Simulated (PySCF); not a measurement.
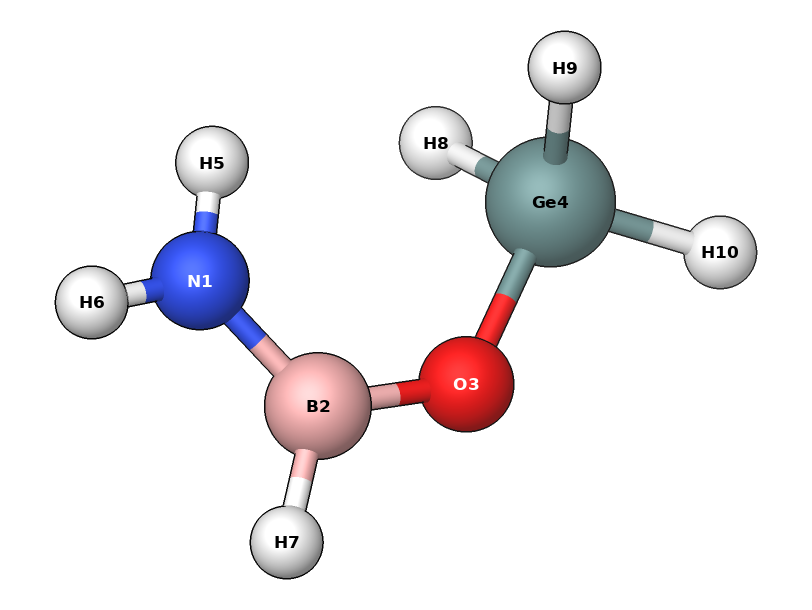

The computed structure is the end point of a PBE0-D3(BJ)/def2-SVP optimisation. No frequency run is at hand to confirm it as a minimum. Level of theory: delta-SCF UKS SCAN, pcX-2 on the ionised atom, pcseg-1 elsewhere, spin-free X2C (PySCF 2.14.0).

Give the core-electron binding energies (to vacuum) of N1 1s, B2 1s, O3 1s.

```
atom  level  binding energy (eV)
  N1     1s                405.1
  B2     1s                196.3
  O3     1s                537.5
```
